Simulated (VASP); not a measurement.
Input:

```
AlNi
1.0
    0.00000     2.64127     2.64127
    2.64127     0.00000     2.64127
    2.64127     2.64127     0.00000
Ni Al
1 1
Direct
  0.00000   0.00000   0.00000
  0.25000   0.25000   0.25000
```

All values below come from PBEsol GGA, VASP's PBE PAW potentials (set 64) (plane waves; VASP). Numerical set-up: 400 eV cut-off, 13×13×13 Γ-centred mesh, tetrahedra with Blöchl corrections, potentials Ni Al.

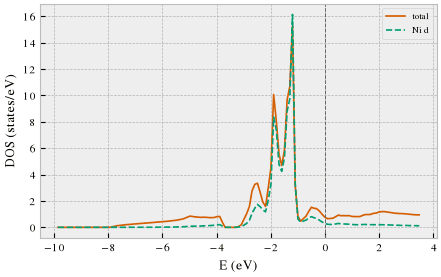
Figure: Total and projected density of states, zero at the Fermi level

Within 2 eV below the Fermi level the largest weight inside VASP's projection spheres is Ni d.

It has no gap at this level: it comes out as a metal or semimetal.

The structure was generated: NiAl was put into the zinc blende type (F-43m), which need not be its known phase. It was relaxed first, which changed the volume by -19 %. The run is not spin-polarised, so no magnetic state was tried. The electron count is odd and the run is not spin-polarised, which forces a metal.
